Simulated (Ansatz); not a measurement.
# InNH3 (SMILES [NH2][InH]) at RPA@PBE/def2-SVP (core potential)

What is the vertical doublet–quartet gap of InNH3 at RPA@PBE/def2-SVP (core potential)? 

The results are computed with Ansatz 0.2.0.

41 further runs of the same task are left out: 41 set aside as unsound or not needed.

## Step 1: The structure to begin with

InNH3: 5 atoms, total charge 0, spin state doublet. SMILES: `[NH2][InH]`. Geometry: relaxed at PBE0-D4/def2-TZVP. This is one conformer, not always the lowest.

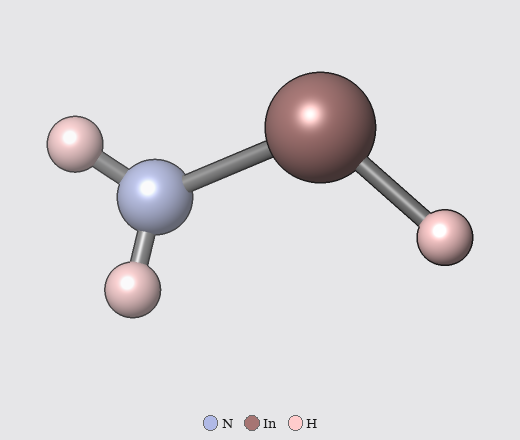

The structure, seen from a chosen angle (nitrogen light blue, indium brown, hydrogen pink).

## Step 2: The energy at RPA@PBE/def2-SVP (core potential)

Input file run.yaml:

```yaml
basis:
  gaussian:
    orbitals: def2-SVP
crystal:
  periodic: [false, false, false]
  atoms:
    - {symbol: "N", position_ang: [-0.299400, -0.736500, 0.264700]}
    - {symbol: In, position_ang: [0.846600, 0.946400, 0.296000]}
    - {symbol: H, position_ang: [-0.846800, -0.960800, -0.554700]}
    - {symbol: H, position_ang: [0.017600, -1.585600, 0.707600]}
    - {symbol: H, position_ang: [0.331900, 2.262600, -0.755100]}
magnetization:
  spin_polarized: true
  initial_magnetization: 1
hamiltonian:
  xc: pbe
correlation:
  method: rpa
  frozen_orbitals: {H: 0, In: 4, "N": 1}
accuracy: high
```

On the command line:

```
$ ansatz run run.yaml --threads 1 --pin off --max-ram 3480MiB --events-out events.jsonl --progress --plain --runs-dir runs
```

Output:

```text
Warning: RAYON_NUM_THREADS=1 ignored (pool sized by the plan → 1); use --threads N
Functional definition: PBE
  name "PBE"
  parameter kappa = 0.804
  parameter beta = 0.06672455060314922
  exchange = pbe_x(kappa = kappa, mu = beta*pi^2/3)
  correlation = pbe_c(beta = beta)
1332 factors; integrals over basis functions are off by at most 2.7e-9 eV
mean field evaluation 1: about -6698.1264 eV, gradient 4.8e1 eV
mean field evaluation 2: about -6698.1226 eV, gradient 4.8e1 eV
mean field evaluation 4: about -6705.3722 eV, gradient 1.9e1 eV
mean field evaluation 8: about -6708.4423 eV, gradient 1.9e-1 eV
mean field evaluation 16: about -6708.4412 eV, gradient 1.9e-5 eV
mean field evaluation 32: about -6677.0284 eV, gradient 2.5e1 eV
mean field -6708.44116605 eV, -246.5306657076 hartree, gradient 3.3e-8 eV, S^2 0.752510; 0 other end points of the search recorded, 0 dependent functions left out
5 core orbitals not correlated: weight in the atoms' cores, before any rotation towards them, 1.000 or more for the frozen orbitals, at most 0.000 for the correlated occupied ones
reference -6674.71799868 eV, -245.2913621653 hartree; 11, 10 occupied and 39, 40 virtual orbitals, 1332 factors
Total energy: -6686.70044832 eV, -245.7317090674 hartree
```

Run time: 7.2 s. Hardware: 1 thread of Arm Neoverse V1, shared host; peak memory 0.3 GiB.

## Step 3: The quartet at the same level

Input file in.yaml:

```yaml
crystal:
  periodic: [false, false, false]
  atoms:
    - {symbol: "N", position_ang: [-0.299400, -0.736500, 0.264700]}
    - {symbol: In, position_ang: [0.846600, 0.946400, 0.296000]}
    - {symbol: H, position_ang: [-0.846800, -0.960800, -0.554700]}
    - {symbol: H, position_ang: [0.017600, -1.585600, 0.707600]}
    - {symbol: H, position_ang: [0.331900, 2.262600, -0.755100]}
basis:
  gaussian:
    orbitals: def2-SVP
magnetization:
  spin_polarized: true
  initial_magnetization: 3
hamiltonian:
  xc: pbe
correlation:
  method: rpa
  frozen_orbitals: {H: 0, In: 4, "N": 1}
accuracy: high
```

On the command line:

```
$ ansatz run in.yaml --threads 1 --pin off --max-ram 3480MiB --events-out events.jsonl --progress --plain --runs-dir runs
```

Output, cut to the lines that bear on the results:

```text
Warning: RAYON_NUM_THREADS=1 ignored (pool sized by the plan → 1); use --threads N
[... 2 set-up lines as earlier in the session ...]
[...]
1331 factors; integrals over basis functions are off by at most 2.7e-9 eV
[...]
mean field -6704.36896727 eV, -246.3810151626 hartree, gradient 1.5e-8 eV, S^2 3.754335; 3 other end points of the search recorded, 0 dependent functions left out
5 core orbitals not correlated: weight in the atoms' cores, before any rotation towards them, 1.000 or more for the frozen orbitals, at most 0.000 for the correlated occupied ones
reference -6671.49717012 eV, -245.1729988989 hartree; 12, 9 occupied and 38, 41 virtual orbitals, 1331 factors
Total energy: -6682.80254845 eV, -245.5884638894 hartree
```

Run time: 8.7 s. Hardware: 1 thread of Arm Neoverse V1, shared host; peak memory 0.32 GiB.

## Step 4: What came out

At RPA@PBE/def2-SVP (core potential), 5 core orbitals frozen:

```
                                        quantity          value
                           doublet: total energy  -245.73171 Eh
       doublet: RPA correlation energy (valence)     -440.3 mEh
      doublet: ⟨S²⟩ of the reference determinant          0.753
                           quartet: total energy  -245.58846 Eh
       quartet: RPA correlation energy (valence)     -415.5 mEh
      quartet: ⟨S²⟩ of the reference determinant          3.754
vertical energy of the quartet above the doublet       3.898 eV
```

At this shape the quartet lies 3.90 eV (376 kJ/mol) above the doublet.
